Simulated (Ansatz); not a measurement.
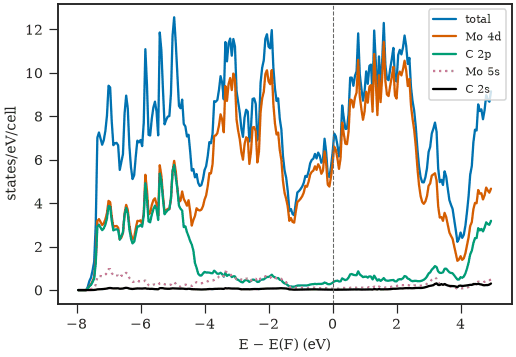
Total and projected density of states of Mo2C in space group Pbcn (No. 60; Mo on 8d, C on 4c), plane-wave PAW r²SCAN (Ansatz code)

**Question.** Which orbitals carry the states next to the Fermi level?

**Answer.** Within 0.5 eV of the Fermi level: Mo 4d 91 %, C 2p 6 %. Projections are on Löwdin-orthogonalised atomic valence shells; empty p or d shells of many metals are not among them.

**Question.** Where is the tallest occupied peak in this window, and what makes it?

**Answer.** Near -4.9 eV, about 13 states/eV per cell; the largest projected share is Mo 4d.

The first step of the workflow began from a Materials Project structure, measured or hypothetical; the Crystallography Open Database files this formula in space group No. 60, but the cells were not matched. Whether it is the stable phase at ambient conditions was not checked. The cell was relaxed with r²SCAN under the symmetry of its start; its stability against distortions is not shown here. The run is not spin-polarised. Scalar-relativistic: spin–orbit coupling is off unless named, which matters more the heavier the elements.

Potentials: the earlier of the program's two PAW sets.
